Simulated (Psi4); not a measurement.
# AlGeH4Cl (SMILES [Cl][AlH][GeH3]) at HF/3-21G

What is the vertical singlet–triplet gap of AlGeH4Cl at HF/3-21G? The job is set up through a Python script.

The calculation is run with Psi4 1.11.

## Step 1: Starting point

AlGeH4Cl: 7 atoms, total charge 0, spin state singlet. As SMILES, `[Cl][AlH][GeH3]`. The shape is that of a PBE0-D4/def2-TZVP optimisation.

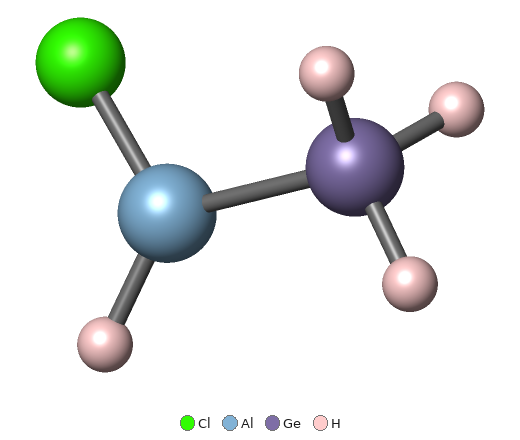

Viewed from a chosen angle; chlorine green, aluminium light blue, germanium purple, hydrogen pink.

## Step 2: Energy and forces at HF/3-21G

File alclgeh4.xyz:

```xyz
7
AlClGeH4
Cl    -2.499300    -1.527200    -0.126900
Al    -0.425400    -1.314700     0.144500
Ge     0.501100     0.959800    -0.093300
H      0.379500    -2.632000     0.480000
H      0.225700     1.522500    -1.499900
H     -0.144000     1.926400     0.916800
H      2.023700     0.997300     0.133100
```

File job.py:

```python
import psi4

psi4.set_memory(2200000000)
psi4.set_num_threads(1)
psi4.core.set_output_file('alclgeh4.out', False)

with open('alclgeh4.xyz') as f:
    atoms = ''.join(f.readlines()[2:])
mol = psi4.geometry('0 1\n' + atoms + 'symmetry c1\nno_reorient\nno_com')

psi4.set_options(dict(basis='3-21G', puream=True, e_convergence=1e-09, d_convergence=1e-08, scf_type='pk'))

e, wfn = psi4.gradient('hf', molecule=mol, return_wfn=True)
psi4.oeprop(wfn, 'LOWDIN_CHARGES', 'WIBERG_LOWDIN_INDICES', 'DIPOLE')
print('gradient / Eh bohr^-1')
print(e.np.round(6))
print(f'energy = {wfn.energy():.10f} Eh')
```

Run with:

```console
$ python job.py
```

alclgeh4.out:

```text
[...]
  Running in c1 symmetry.
[...]
  Nuclear repulsion =  276.638620203239896
[...]
  Multiplicity = 1
[...]
  Nalpha       = 33
  Nbeta        = 33
[...]
    Number of basis functions: 56
[...]
   @RHF iter   1: -2765.03691164020165   -3.93096e+00   1.51153e-02 ADIIS/DIIS
[...]
   @RHF iter  10: -2765.58795911131983   -3.18323e-12   2.24902e-09 DIIS
[...]
    Orbital Energies [Eh]
    ---------------------
    Doubly Occupied:
       1A   -402.678275     2A   -104.089251     3A    -58.114553
       4A    -51.907754     5A    -45.918835     6A    -45.918762
       7A    -45.918755     8A    -10.483796     9A     -7.946853
      10A     -7.943766    11A     -7.943418    12A     -7.138149
      13A     -5.092357    14A     -5.092231    15A     -5.091943
      16A     -4.925933    17A     -3.229414    18A     -3.228187
      19A     -3.227490    20A     -1.540369    21A     -1.540341
      22A     -1.538969    23A     -1.538627    24A     -1.538614
      25A     -1.085454    26A     -0.736910    27A     -0.580117
      28A     -0.495635    29A     -0.477649    30A     -0.470527
      31A     -0.466194    32A     -0.465547    33A     -0.383141
[...]
  @RHF Final Energy: -2765.58795911131983
   => Energetics <=
    Nuclear Repulsion Energy =            276.6386202032398955
    One-Electron Energy =               -4406.9575312211500204
    Two-Electron Energy =                1364.7309519065902350
    Total Energy =                      -2765.5879591113198330
[...]
  -Total Gradient:
     Atom            X                  Y                   Z
    ------   -----------------  -----------------  -----------------
       1        0.036691066749     0.005235808693     0.004559069462
       2       -0.034897312553    -0.003790366577    -0.004535631787
       3       -0.002860477261    -0.008918409205     0.001062005390
       4       -0.000166888688     0.002849208657    -0.000494394187
       5        0.000402728862     0.001384125736     0.000656422179
       6        0.000641900503     0.001121196232    -0.000920072577
       7        0.000188982458     0.002118436558    -0.000327398502
[...]
 Multipole Moments:
 ------------------------------------------------------------------------------------
     Multipole            Electronic (a.u.)      Nuclear  (a.u.)        Total (a.u.)
 ------------------------------------------------------------------------------------
 L = 1.  Multiply by 2.5417464519 to convert [e a0] to [Debye]
 Dipole X            :         56.7388742          -55.7435192            0.9953550
 Dipole Y            :         19.9627093          -19.8906903            0.0720190
 Dipole Z            :          6.2475900           -6.1121302            0.1354598
 Magnitude           :                                                    1.0071086
[...]
```

Standard output:

```text
gradient / Eh bohr^-1
[[ 0.036691  0.005236  0.004559]
 [-0.034897 -0.00379  -0.004536]
 [-0.00286  -0.008918  0.001062]
 [-0.000167  0.002849 -0.000494]
 [ 0.000403  0.001384  0.000656]
 [ 0.000642  0.001121 -0.00092 ]
 [ 0.000189  0.002118 -0.000327]]
energy = -2765.5879591113 Eh
```

Run time: 3.6 s. Hardware: 1 thread of Intel Xeon Platinum 8259CL at 2.50GHz (Skylake/Cascade Lake), shared host; peak memory 0.21 GiB.

## Step 3: The triplet

File job.py:

```python
import psi4

psi4.set_memory('2200 MB')
psi4.set_num_threads(1)
psi4.set_output_file('output.dat', False)

mol = psi4.geometry("""
0 3
Cl    -2.499300    -1.527200    -0.126900
Al    -0.425400    -1.314700     0.144500
Ge     0.501100     0.959800    -0.093300
H      0.379500    -2.632000     0.480000
H      0.225700     1.522500    -1.499900
H     -0.144000     1.926400     0.916800
H      2.023700     0.997300     0.133100
symmetry c1
""")

psi4.set_options(dict(reference='uhf', puream=True, e_convergence=1e-09, d_convergence=1e-08, scf_type='pk', maxiter=100))

energy_value, wavefunction = psi4.gradient('scf/3-21G', return_wfn=True)
print('gradient / Eh bohr^-1')
print(energy_value.np.round(6))
print(f'energy = {wavefunction.energy():.10f} Eh')
```

Run with:

```console
$ python job.py
```

output.dat, shortened:

```text
[...]
  Running in c1 symmetry.
[...]
  Nuclear repulsion =  276.638620203239952
[...]
  Multiplicity = 3
[...]
  Nalpha       = 34
  Nbeta        = 32
[...]
    Number of basis functions: 56
[...]
   @UHF iter   1: -2764.80952942448039   -3.70358e+00   1.53784e-02 DIIS/ADIIS
[...]
   @UHF iter  18: -2765.43024437809117   -6.36646e-12   7.66489e-09 DIIS
[...]
   @S^2 Observed:                2.005557879E+00
[...]
  @UHF Final Energy: -2765.43024437809117
   => Energetics <=
    Nuclear Repulsion Energy =            276.6386202032399524
    One-Electron Energy =               -4404.7562014548475418
    Two-Electron Energy =                1362.6873368735164149
    Total Energy =                      -2765.4302443780911744
  UHF NO Occupations:
  HONO-2 :   32  A 1.9988641
  HONO-1 :   33  A 1.0000000
[...]
 Multipole Moments:
 ------------------------------------------------------------------------------------
     Multipole            Electronic (a.u.)      Nuclear  (a.u.)        Total (a.u.)
 ------------------------------------------------------------------------------------
 L = 1.  Multiply by 2.5417464519 to convert [e a0] to [Debye]
 Dipole X            :          4.4264919           -2.8520298            1.5744621
 Dipole Y            :          7.0712236           -5.5384974            1.5327263
 Dipole Z            :         -0.5101240            0.4896396           -0.0204844
 Magnitude           :                                                    2.1974076
[...]
  -Total Gradient:
     Atom            X                  Y                   Z
    ------   -----------------  -----------------  -----------------
       1        0.041182367072    -0.004262296326     0.006800140804
       2       -0.020166208178     0.038458465378    -0.009406222894
       3       -0.021547797087    -0.053549413536     0.005696201297
       4       -0.011282289845    -0.006654768842    -0.000556673334
       5        0.003989726370     0.007076007524     0.001568788487
       6        0.004632233870     0.006472175095    -0.002510050941
       7        0.003191967960     0.012459830646    -0.001592183422
[...]
```

On the terminal:

```text
gradient / Eh bohr^-1
[[ 0.041182 -0.004262  0.0068  ]
 [-0.020166  0.038458 -0.009406]
 [-0.021548 -0.053549  0.005696]
 [-0.011282 -0.006655 -0.000557]
 [ 0.00399   0.007076  0.001569]
 [ 0.004632  0.006472 -0.00251 ]
 [ 0.003192  0.01246  -0.001592]]
energy = -2765.4302443781 Eh
```

Run time: 3.9 s. Hardware: 1 thread of Intel Xeon Platinum 8259CL at 2.50GHz (Skylake/Cascade Lake), shared host; peak memory 0.21 GiB.

## Step 4: Summary of results

At HF/3-21G:

| quantity | value |
| --- | --- |
| singlet: total energy | -2765.58796 Eh |
| singlet: dipole moment | 2.56 D |
| singlet: HOMO energy | -10.43 eV |
| singlet: LUMO energy | 0.48 eV |
| singlet: HOMO–LUMO gap | 10.91 eV |
| singlet: largest force on an atom | 1.920 eV/Å |
| triplet: total energy | -2765.43024 Eh |
| triplet: dipole moment | 5.59 D |
| triplet: HOMO energy (highest over α and β) | -5.98 eV |
| triplet: LUMO energy (lowest over α and β) | -3.43 eV |
| triplet: ⟨S²⟩ | 2.006 |
| triplet: largest force on an atom | 2.983 eV/Å |
| vertical energy of the triplet above the singlet | 4.292 eV |

What this shows: At this shape the triplet lies 4.29 eV (99 kcal/mol) above the singlet. The largest force (singlet) is 1.92 eV/Å: the shape isn't a stationary point for this species at this level.
